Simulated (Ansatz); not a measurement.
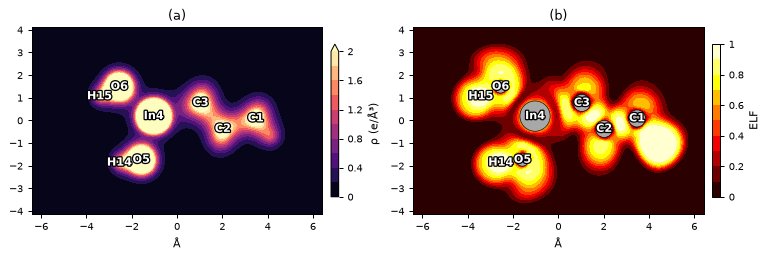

*C3H9InO2 (SMILES CC[CH2][In]([OH])[OH]). (a) electron density; (b) electron localisation function on the plane of atoms In4, O5 and H14. Grey discs cover the atomic cores in the ELF map.*

Geometry: PBE0-D4/def2-SVP; core potentials replace the inner electrons of In.

All numbers below come from isolated molecule in a Gaussian basis; Kohn-Sham density functional theory, functional PBE0 in Ansatz.

Input

```
crystal:
  periodic: [false, false, false]
  atoms:
    - {symbol: C, position_ang: [-1.519461, 0.741666, -0.694238]}
    - {symbol: C, position_ang: [-0.103019, 1.071748, -1.145792]}
    - {symbol: C, position_ang: [0.735997, 1.690031, -0.032009]}
    - {symbol: In, position_ang: [2.740731, 2.204844, -0.604848]}
    - {symbol: O, position_ang: [3.356290, 2.117634, -2.514141]}
    - {symbol: O, position_ang: [4.151332, 2.815839, 0.684683]}
    - {symbol: H, position_ang: [-2.050205, 1.645622, -0.353709]}
    - {symbol: H, position_ang: [-2.109175, 0.295400, -1.510185]}
    - {symbol: H, position_ang: [-1.514663, 0.027040, 0.144837]}
    - {symbol: H, position_ang: [-0.143209, 1.754469, -2.011493]}
    - {symbol: H, position_ang: [0.384314, 0.155506, -1.520817]}
    - {symbol: H, position_ang: [0.821228, 1.013028, 0.834274]}
    - {symbol: H, position_ang: [0.277554, 2.619445, 0.346396]}
    - {symbol: H, position_ang: [4.275107, 2.378831, -2.638207]}
    - {symbol: H, position_ang: [4.996159, 3.012423, 0.265479]}
basis:
  gaussian:
    orbitals: def2-SVPD
output: {forces: true, orbitals: {seedname: orbitals}}
hamiltonian:
  xc: {name: PBE0}
```

Launched as:

```sh
ansatz run input.yaml --threads 2 --pin off --max-ram 6090MiB --events-out events.jsonl --progress --plain --runs-dir runs
```

Q: Read the bonding off the picture.

A:
- The plane passes through C, In, O and H nuclei.
- C–C (1.52 Å): the density is about 1.6 e/Å³ at the midpoint; the ELF peaks at about 0.95 between the atoms, as expected for a covalent bond.
- In–O (2.01 Å): the density is about 0.69 e/Å³ at the midpoint; the ELF peaks at about 0.85 in the valence shell of O, 0.6 Å from its nucleus, and drops to about 0.10 between the two atoms.
- C–In (2.15 Å): ρ is about 0.66 e/Å³ halfway; the ELF peaks at about 0.90 in the valence shell of C, 0.8 Å from its nucleus, and drops to about 0.20 between the two atoms.
- O–H (0.96 Å): ρ is about 3.6 e/Å³ halfway; the ELF climbs to about 1 towards the hydrogen, as it does in any bond to H; an ordinary covalent bond to hydrogen.
- The ELF also peaks beside O5 and O6, away from the bonds: lone-pair regions.
